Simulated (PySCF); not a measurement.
**InH2F (SMILES [F][InH2]) at CASSCF(10,10)/def2-SVP (core potential)**

What is the vertical singlet–triplet gap of InH2F at CASSCF(10,10)/def2-SVP (core potential)? The job is set up through a Python script.

Program for the calculation: PySCF 2.14.0.

1 further run of the same task is left out (set aside as unsound or not needed).

## Step 1: Starting point

InH2F has 4 atoms, charge 0, and is taken as a singlet. SMILES: `[F][InH2]`. The shape is that of a PBE0-D4/def2-TZVP optimisation.

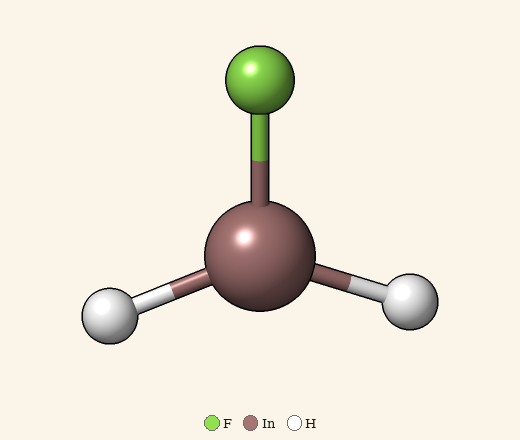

Viewed from a chosen angle; fluorine green, indium brown, hydrogen white.

## Step 2: A single-point energy at CASSCF(10,10)/def2-SVP (core potential)

Contents of job.py:

```python
import numpy
from pyscf import gto, scf, mp, mcscf

mol = gto.M(
    atom='F -1.631800 -0.629400 0.188600; In 0.194400 0.052300 -0.026300; H 1.304300 -0.965100 0.767900; H 0.188600 1.481900 -0.950400',
    verbose=4,
    basis='def2-svp',
    charge=0,
    max_memory=1860,
    ecp={'In': 'def2-svp'},
)

mf = scf.RHF(mol)
mf.conv_tol = 1e-10
mf.kernel()
if not mf.converged:
    mf = mf.newton().run(mf.mo_coeff, mf.mo_occ)

pt = mp.MP2(scf.addons.convert_to_uhf(mf)).run()
noons, natorbs = mcscf.addons.make_natural_orbitals(pt)
print('natural occupations', numpy.round(noons[:40], 4))
cas = mcscf.CASSCF(mf, 10, 10)
cas.fix_spin_(ss=0.0)
cas.natorb = True
cas.kernel(natorbs)
e_final = cas.e_tot
print('E(%s) = %.9f' % ('CASSCF', e_final))
```

Launch:

```bash
$ OMP_NUM_THREADS=1 python job.py
```

The program printed:

```text
PySCF version 2.14.0

[INPUT] num. atoms = 4
[INPUT] num. electrons = 32
[INPUT] charge = 0
[INPUT] spin (= nelec alpha-beta = 2S) = 0
[INPUT] symmetry False subgroup None
[INPUT] Mole.unit = angstrom
[INPUT] Symbol           X                Y                Z      unit          X                Y                Z       unit  Magmom
[INPUT]  1 F     -1.631800000000  -0.629400000000   0.188600000000 AA   -3.083655090065  -1.189393622801   0.356402347093 Bohr   0.0
[INPUT]  2 In     0.194400000000   0.052300000000  -0.026300000000 AA    0.367362758615   0.098832676315  -0.049699797076 Bohr   0.0
[INPUT]  3 H      1.304300000000  -0.965100000000   0.767900000000 AA    2.464769784270  -1.823774682818   1.451120691054 Bohr   0.0
[INPUT]  4 H      0.188600000000   1.481900000000  -0.950400000000 AA    0.356402347093   2.800385143993  -1.795995708787 Bohr   0.0

nuclear repulsion = 67.3843559020258
number of shells = 22
number of NR pGTOs = 99
number of NR cGTOs = 50
basis = def2-svp
ecp = {'In': 'def2-svp'}

******** <class 'pyscf.scf.hf.RHF'> ********
method = RHF
initial guess = minao
damping factor = 0
level_shift factor = 0
DIIS = <class 'pyscf.scf.diis.CDIIS'>
diis_start_cycle = 1
diis_space = 8
diis_damp = 0
SCF conv_tol = 1e-10
SCF conv_tol_grad = None
SCF max_cycles = 50
direct_scf = True
direct_scf_tol = 1e-13
Set gradient conv threshold to 1e-05
Initial guess from minao.
init E= -267.808703366095
  HOMO = -0.775153634926635  LUMO = -0.45447297494519  gap/eV = 8.72617
cycle= 1 E= -289.390077726506  delta_E= -21.6  |g|= 1.24  |ddm|= 11.7
[... 20 lines left out ...]
converged SCF energy = -289.725313998849
[... 37 lines left out ...]
sorting_mo_energy = False
[... 27 lines left out ...]
               |grad[o]|=0.00221  |grad[c]|=0.000459  |ddm|=0.00034  |maxRot[o]|=0.0308
macro iter   8 ( 10 JK    2 micro), CASSCF E = -289.870039198492  dE = -6.17602495e-07  S^2 = 0.0000000
               |grad[o]|=0.000417  |grad[c]|=3.78e-05  |ddm|=9.56e-05  |maxRot[o]|=0.00302
macro iter   9 (  3 JK    1 micro), CASSCF E = -289.870039199128  dE = -6.36475761e-10  S^2 = 0.0000000
               |grad[o]|=3.08e-05  |grad[c]|=1.05e-05  |ddm|=2.63e-06  |maxRot[o]|=4.55e-05
1-step CASSCF converged in   9 macro (151 JK  30 micro) steps
CASSCF canonicalization
Natural occ [1.9899375  1.98172217 1.97920685 1.97662198 1.97628758 0.0286839
 0.02039424 0.01897874 0.01738688 0.01078016]
Natural orbital (expansion on meta-Lowdin AOs) in CAS space
               #1        #2        #3        #4        #5
0 F 1s          -0.00275  -0.00013  -0.00022   0.00040  -0.00106
0 F 2s          -0.97574   0.00095   0.00202  -0.00410  -0.14476
0 F 3s          -0.03382  -0.00160  -0.00045  -0.00196  -0.02743
[... 46 lines of this table left out ...]
3 H 2pz          0.00104  -0.01755  -0.00489  -0.02531   0.00512
               #6        #7        #8        #9        #10
0 F 1s          -0.00012   0.00025  -0.00041  -0.00066   0.00034
0 F 2s           0.09853  -0.00222   0.00358   0.01978   0.05743
0 F 3s          -0.04470   0.00526  -0.00627   0.09905  -0.92124
[... 46 lines of this table left out ...]
3 H 2pz          0.00993   0.00884  -0.00341  -0.01647   0.00925
<CAS-nat-orb|mo-hf>  12     6       -0.95315660
<CAS-nat-orb|mo-hf>  13     13       0.96157138
<CAS-nat-orb|mo-hf>  14     14       0.99905923
<CAS-nat-orb|mo-hf>  15     16      -0.95940220
<CAS-nat-orb|mo-hf>  16     12      -0.70172879
<CAS-nat-orb|mo-hf>  16     15       0.66948838
<CAS-nat-orb|mo-hf>  17     19      -0.71058995
<CAS-nat-orb|mo-hf>  17     29      -0.40323364
<CAS-nat-orb|mo-hf>  18     34       0.83813413
<CAS-nat-orb|mo-hf>  19     32      -0.80018167
<CAS-nat-orb|mo-hf>  20     18      -0.41356259
<CAS-nat-orb|mo-hf>  20     19      -0.42645412
<CAS-nat-orb|mo-hf>  20     24      -0.40648310
<CAS-nat-orb|mo-hf>  20     33      -0.43993783
<CAS-nat-orb|mo-hf>  21     33      -0.72386622
CASSCF energy = -289.870039199128
CASCI E = -289.870039199128  E(CI) = -31.4820464538722  S^2 = 0.0000000
E(CASSCF) = -289.870039199
```

Wall time 18 s (1 thread of Arm Neoverse V1, shared host); peak memory 0.15 GiB.

## Step 3: The triplet

Contents of input.py:

```python
import numpy
from pyscf import gto, scf, mp, mcscf

mol = gto.M(
    atom='''
F     -1.631800    -0.629400     0.188600
In     0.194400     0.052300    -0.026300
H      1.304300    -0.965100     0.767900
H      0.188600     1.481900    -0.950400
''',
    basis='def2-svp',
    max_memory=1860,
    verbose=3,
    ecp={'In': 'def2-svp'},
    spin=2,
)

mf = scf.ROHF(mol)
mf.conv_tol = 1e-10
mf.kernel()
if not mf.converged:
    mf = mf.newton().run(mf.mo_coeff, mf.mo_occ)

pt = mp.MP2(scf.addons.convert_to_uhf(mf)).run()
noons, natorbs = mcscf.addons.make_natural_orbitals(pt)
print('natural occupations', numpy.round(noons[:40], 4))
cas = mcscf.CASSCF(mf, 10, 10)
cas.fix_spin_(ss=2.0)
cas.natorb = True
cas.kernel(natorbs)
e_tot = cas.e_tot
print('Final energy', e_tot)
```

Launch:

```bash
$ OMP_NUM_THREADS=1 python input.py
```

The program printed:

```text
converged SCF energy = -289.504669375417
E(UMP2) = -289.810323120194  E_corr = -0.305653744776949
E(SCS-UMP2) = -289.800853615273  E_corr = -0.296184239855644
natural occupations [1.9999e+00 1.9997e+00 1.9995e+00 1.9994e+00 1.9994e+00 1.9971e+00
 1.9971e+00 1.9967e+00 1.9962e+00 1.9962e+00 1.9887e+00 1.9744e+00
 1.9703e+00 1.9682e+00 1.9587e+00 1.0027e+00 9.9250e-01 3.2900e-02
 2.1500e-02 1.9200e-02 1.9100e-02 1.0000e-02 8.9000e-03 5.2000e-03
 4.9000e-03 4.4000e-03 4.1000e-03 3.9000e-03 3.6000e-03 3.5000e-03
 3.2000e-03 3.1000e-03 3.1000e-03 2.6000e-03 2.4000e-03 2.2000e-03
 1.4000e-03 8.0000e-04 7.0000e-04 6.0000e-04]
CASSCF energy = -289.643219080840
CASCI E = -289.643219080840  E(CI) = -23.1679776145272  S^2 = 2.0000000
Final energy -289.6432190808405
```

Run time: 14 s. Hardware: 1 thread of Arm Neoverse V1, shared host; peak memory 0.15 GiB.

## Step 4: Results

At CASSCF(10,10)/def2-SVP (core potential):

| quantity | value |
| --- | --- |
| singlet: total energy | -289.87004 Eh |
| singlet: dipole moment (Hartree–Fock density) | 3.45 D |
| singlet: HOMO energy (Hartree–Fock orbitals) | -11.85 eV |
| singlet: LUMO energy (Hartree–Fock orbitals) | 0.72 eV |
| singlet: HOMO–LUMO gap (Hartree–Fock orbitals) | 12.56 eV |
| triplet: total energy | -289.64322 Eh |
| triplet: dipole moment (Hartree–Fock density) | 4.43 D |
| vertical energy of the triplet above the singlet | 6.172 eV |

In words: At this shape the triplet lies 6.17 eV (142 kcal/mol) above the singlet. Mulliken charges (singlet) of the mean-field density run from -0.63 on F1 to +0.94 on In2.
